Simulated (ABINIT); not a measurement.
**AlGaN2 (P3m1): G0W0 with ABINIT, start to end**

Aim: the G0W0 gap of AlGaN2 (P3m1) on LDA, step by step.

Calculated with ABINIT 10.8.3; LDA and many-body steps on it, plane waves.

### 1. The starting structure

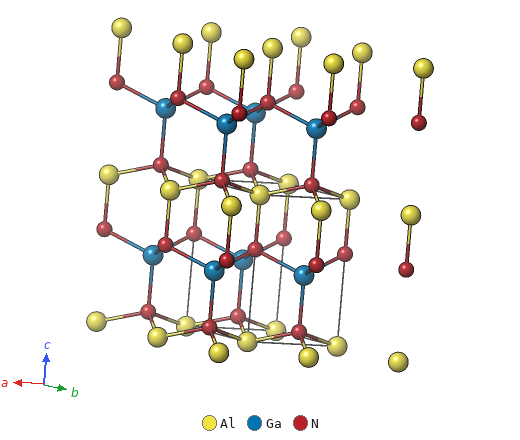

Start, viewed from a free direction; aluminium yellow, gallium blue, nitrogen red. 2×2×2 cells are drawn. Bonds to atoms that aren't drawn are left out. Some periodic images of atoms are drawn too.

The cell and positions are those that the Materials Project relaxed with its own functionals (PBE, PBE+U or r2SCAN), kept fixed.

### 2. Ground state

This step: ABINIT 10.8.3; DFT, LDA, plane waves, norm-conserving pseudopotentials.

The ground-state density comes first.

The input, run.abi:

```
acell 3*1.0 Angstrom
rprim 
  3.145282644058 -0.000000000015 0.000000000000
  -1.572641322016 2.723894671844 0.000000000000
  0.000000000000 0.000000000000 5.096893730000
ntypat 3
znucl 13 31 7
natom 4
typat 1 2 3 3
xred 
  0.000000000000 0.000000000000 0.999263770000
  0.666666666667 0.333333333333 0.497174210000
  0.666666666667 0.333333333333 0.111803640000
  0.000000000000 0.000000000000 0.628158390000
pp_dirpath "pseudos"
pseudos "Al.upf, Ga.upf, N.upf"
ecut 36
ngkpt 6 6 4
nshiftk 1
shiftk 0 0 0
kptopt 1
chksymbreak 0
nband 19
occopt 1
tolvrs 1e-10
nstep 60
prtwf 0
optforces 0
optstress 0
indata_prefix "in"
outdata_prefix "out"
tmpdata_prefix "tmp"
```

Started as:

```bash
OMP_NUM_THREADS=1 mpirun -n 4 abinit run.abi > log
```

Numbers of over 12 decimals in the logs are rounded to 6 here.

The program printed:

```text
.Version 10.8.3 of ABINIT. v10.8.2 released Aug 2026.

 Symmetries : space group P3 m 1 (#156); Bravais hP (primitive hexag.)
================================================================================
 Values of the parameters that define the memory need of the present run
     intxc =       0    ionmov =       0      iscf =       7    lmnmax =       6
     lnmax =       6     mgfft =      54  mpssoang =       3    mqgrid =    3001
     natom =       4  nloc_mem =       1    nspden =       1   nspinor =       1
    nsppol =       1      nsym =       6    n1xccc =    2501    ntypat =       3
    occopt =       1   xclevel =       1
-    mband =          19        mffmem =           1         mkmem =           6
       mpw =        3066          nfft =       69984          nkpt =          24
================================================================================
  Rough estimation (10% accuracy) of disk space for files :
================================================================================

--------------------------------------------------------------------------------
------------- Echo of variables that govern the present computation ------------
--------------------------------------------------------------------------------
 -outvars: echo values of preprocessed input variables --------
            acell      1.8897261259E+00  1.8897261259E+00  1.8897261259E+00 Bohr

      chksymbreak           0
             ecut      3.60000000E+01 Hartree
-          fftalg         312

              ixc       -1012
              kpt      0.00000000E+00  0.00000000E+00  0.00000000E+00
                       1.66666667E-01  0.00000000E+00  0.00000000E+00
                       3.33333333E-01  0.00000000E+00  0.00000000E+00
                       5.00000000E-01  0.00000000E+00  0.00000000E+00
                       1.66666667E-01  1.66666667E-01  0.00000000E+00
                       3.33333333E-01  1.66666667E-01  0.00000000E+00
                       3.33333333E-01  3.33333333E-01  0.00000000E+00
                       0.00000000E+00  0.00000000E+00  2.50000000E-01
                       1.66666667E-01  0.00000000E+00  2.50000000E-01
   [... 13 further rows ...]
                       3.33333333E-01  1.66666667E-01  5.00000000E-01
                       3.33333333E-01  3.33333333E-01  5.00000000E-01
         kptrlatt        6    0    0      0    6    0      0    0    4
          kptrlen      3.56623367E+01
P           mkmem           6
            natom           4
            nband          19
            ngfft          36      36      54
             nkpt          24
            nstep          60
             nsym           6
           ntypat           3
              occ      2.000000  2.000000  2.000000  2.000000  2.000000  2.000000
                       2.000000  2.000000  2.000000  2.000000  2.000000  2.000000
                       2.000000  0.000000  0.000000  0.000000  0.000000  0.000000
                       0.000000
        optforces           0
        optstress           0
            prtwf           0
            rprim      3.1452826441E+00 -1.5000000000E-11  0.0000000000E+00
[...]
spgroup         156

           tolvrs      1.00000000E-10

             xred      0.0000000000E+00  0.0000000000E+00  9.9926377000E-01
[...]
znucl       13.00000   31.00000    7.00000

================================================================================

 chkinp: Checking input parameters for consistency.

================================================================================
== DATASET  1 ==================================================================
-   mpi_nproc: 4, omp_nthreads: 1 (-1 if OMP is not activated)

--- !DatasetInfo
iteration_state: {dtset: 1, }
dimensions: {natom: 4, nkpt: 24, mband: 19, nsppol: 1, nspinor: 1, nspden: 1, mpw: 3066, }
cutoff_energies: {ecut:  36.0, pawecutdg:  -1.0, }
electrons: {nelect:   2.60000000E+01, charge:   0.00000000E+00, occopt:   1.00000000E+00, tsmear:   1.00000000E-02, }

 Real(R)+Recip(G) space primitive vectors, cartesian coordinates (Bohr,Bohr^-1):
 R(1)=  5.9437228  0.0000000  0.0000000  G(1)=  0.1682447  0.0971361  0.0000000
 R(2)= -2.9718614  5.1474149  0.0000000  G(2)=  0.0000000  0.1942723  0.0000000
 R(3)=  0.0000000  0.0000000  9.6317332  G(3)=  0.0000000  0.0000000  0.1038235
 Unit cell volume ucvol=  2.9468102E+02 bohr^3
 Angles (23,13,12)=  9.00000000E+01  9.00000000E+01  1.20000000E+02 degrees

 getcut: wavevector=  0.0000  0.0000  0.0000  ngfft=  36  36  54
         ecut(hartree)=     36.000   => boxcut(ratio)=   2.07574

--- Pseudopotential description ------------------------------------------------
- Al Generated using ONCVPSP code by D. R. Hamann
- 13.00000   3.00000  180309                  znucl, zion, pspdat
12 -1012 2 -1 1854                            pspcod,pspxc,lmax,lloc,mmax
     nproj     2     2     2
  pspatm : epsatm=    0.57439143
         --- l  ekb(1:nproj) -->
[...]
pspatm: atomic psp has been read  and splines computed

- Ga Generated using ONCVPSP code by D. R. Hamann
- 31.00000  13.00000  180309                  znucl, zion, pspdat
12 -1012 2 -1 1858                            pspcod,pspxc,lmax,lloc,mmax
     nproj     2     2     2
  pspatm : epsatm=   24.58383104
         --- l  ekb(1:nproj) -->
[...]
pspatm: atomic psp has been read  and splines computed

- N Generated using ONCVPSP code by D. R. Hamann
-  7.00000   5.00000  180309                  znucl, zion, pspdat
12 -1012 1 -1 1058                            pspcod,pspxc,lmax,lloc,mmax
     nproj     2     2     0
  pspatm : epsatm=    5.30777321
         --- l  ekb(1:nproj) -->
[...]
pspatm: atomic psp has been read  and splines computed

   9.30117991E+02                                ecore*ucvol(ha*bohr**3)
--------------------------------------------------------------------------------

_setup2: Arith. and geom. avg. npw (full set) are    3041.521    3041.501

================================================================================

--- !BeginCycle
iteration_state: {dtset: 1, }
solver: {iscf: 7, nstep: 60, nline: 4, wfoptalg: 0, }
tolerances: {tolvrs: 1.00E-10, }

     iter   Etot(hartree)      deltaE(h)  residm     vres2
 ETOT  1  -98.321574550965    -9.832E+01 5.670E-01 1.997E+03
 ETOT  2  -99.191325458548    -8.698E-01 6.864E-02 1.807E+03
 ETOT  3  -99.611248018593    -4.199E-01 1.969E-02 3.525E+01
 ETOT  4  -99.614729932976    -3.482E-03 2.802E-02 1.032E+01
 ETOT  5  -99.615628148352    -8.982E-04 5.236E-03 1.037E+00
 ETOT  6  -99.615759516528    -1.314E-04 3.251E-03 1.091E-01
 ETOT  7  -99.615768562745    -9.046E-06 5.129E-04 4.672E-02
 ETOT  8  -99.615771301844    -2.739E-06 5.459E-04 3.574E-03
 ETOT  9  -99.615771604579    -3.027E-07 1.797E-04 1.488E-04
 ETOT 10  -99.615771617104    -1.253E-08 1.997E-04 1.566E-06
 ETOT 11  -99.615771617233    -1.285E-10 5.599E-05 4.408E-08
 ETOT 12  -99.615771617241    -8.214E-12 6.712E-05 4.347E-10
 ETOT 13  -99.615771617239     2.103E-12 1.732E-05 2.276E-11

 At SCF step   13       vres2   =  2.28E-11 < tolvrs=  1.00E-10 =>converged.

--- !ResultsGS
iteration_state: {dtset: 1, }
comment   : Summary of ground state results
lattice_vectors:
- [  5.9437228,  -0.0000000,   0.0000000, ]
- [ -2.9718614,   5.1474149,   0.0000000, ]
- [  0.0000000,   0.0000000,   9.6317332, ]
lattice_lengths: [   5.94372,    5.94372,    9.63173, ]
lattice_angles: [ 90.000,  90.000, 120.000, ] # degrees, (23, 13, 12)
lattice_volume:   2.9468102E+02
convergence: {deltae:  2.103E-12, res2:  2.276E-11, residm:  1.732E-05, diffor:  0.000E+00, }
etotal    :  -9.96157716E+01
entropy   :   0.00000000E+00
fermie    :   1.97749392E-01
cartesian_stress_tensor: null
pressure_GPa: null
xred      :
- [  0.0000E+00,   0.0000E+00,   9.9926E-01, Al]
- [  6.6667E-01,   3.3333E-01,   4.9717E-01, Ga]
- [  6.6667E-01,   3.3333E-01,   1.1180E-01,  N]
- [  0.0000E+00,   0.0000E+00,   6.2816E-01,  N]
cartesian_forces: null
force_length_stats: {min: null, max: null, mean: null, }

 Integrated electronic density in atomic spheres:
 ------------------------------------------------
 Atom  Sphere_radius  Integrated_density
[...]
================================================================================

 ----iterations are completed or convergence reached----

 Mean square residual over all n,k,spin=   87.956E-09; max=  17.319E-06
 reduced coordinates (array xred) for    4 atoms
       0.000000000000      0.000000000000      0.999263770000
       0.666666666667      0.333333333333      0.497174210000
       0.666666666667      0.333333333333      0.111803640000
       0.000000000000      0.000000000000      0.628158390000
 rms dE/dt=  0.0000E+00; max dE/dt=  0.0000E+00; dE/dt below (all hartree)
    1       0.000000000000      0.000000000000      0.000000000000
    2       0.000000000000      0.000000000000      0.000000000000
    3       0.000000000000      0.000000000000      0.000000000000
    4       0.000000000000      0.000000000000      0.000000000000

 cartesian coordinates (angstrom) at end:
    1      0.000000     0.000000     5.093141
    2      1.572641     0.907965     2.534044
    3      1.572641     0.907965     0.569851
    4      0.000000     0.000000     3.201657
 length scales=  1.889726125908  1.889726125908  1.889726125908 bohr
              =  1.000000000000  1.000000000000  1.000000000000 angstroms
 prteigrs : about to open file out_EIG
 Fermi (or HOMO) energy (hartree) =   0.19775   Average Vxc (hartree)=  -0.42719
 Eigenvalues (hartree) for nkpt=  24  k points:
 kpt#   1, nband= 19, wtk=  0.00694, kpt=  0.0000  0.0000  0.0000 (reduced coord)
  -0.37211   -0.32898   -0.29329   -0.29329   -0.28342   -0.28342   -0.24748   -0.04649
   0.15754    0.15754    0.19356    0.19775    0.19775    0.30510    0.39925    0.54992
   0.58010    0.58010    0.62871
 prteigrs : prtvol=0 or 1, do not print more k-points.

--- !EnergyTerms
iteration_state     : {dtset: 1, }
comment             : Components of total free energy in Hartree
kinetic             :  7.81519700605981E+01
hartree             :  3.13544589930348E+01
xc                  : -2.79130213179606E+01
Ewald energy        : -6.20261153337129E+01
psp_core            :  3.15635523613426E+00
local_psp           : -8.22883533729017E+01
non_local_psp       : -4.00510658824308E+01
total_energy        : -9.96157716172388E+01
total_energy_eV     : -2.71068323766812E+03
band_energy         : -2.97128092137857E+00

== END DATASET(S) ==============================================================
================================================================================

 -outvars: echo values of variables after computation  --------
           etotal     -9.9615771617E+01
            nband          19
             nkpt          24
          spgroup         156
 [... the other variables as echoed above ...]

 Calculation completed.
```

Wall time 18 s (4 MPI ranks of Arm Neoverse V1, shared host); peak memory 0.31 GiB.

This step gave:

| Item | Value |
| --- | --- |
| total energy | -2710.6832 eV |
| gap | 2.921 eV |
| k of the valence top | 0, 0, 0 |
| k of the conduction bottom | 0, 0, 0 |
| least direct gap | 2.921 eV |

The gap is direct, at Γ.

[end of part 1 of 3]

[Paths, hosts, dates, memory and timing lines, banners, echoed tables and standing remarks are left out of the program output.]

[Logs are printed without paths, hosts, clocks, repeated set-up lines and the standing remarks that a program may print on its own settings, such as how far it seeks lower states.]

[Runs of the session that timed out or met a known fault of the program may be left out.]

[Hosts, paths, dates, database ids (printed as entryN), source tags and the programs' standing remarks are cut or masked in the printed files.]

[G0W0 gaps are taken among the corrected bands and points alone; a level outside them can change the order at an edge.]

[Where Ansatz stands beside ABINIT at settings called matched, ABINIT's density can come from a denser mesh and the files from another edition; pairs whose starting gaps differed by over 0.03 eV were left out, so agreement reads better than it is.]
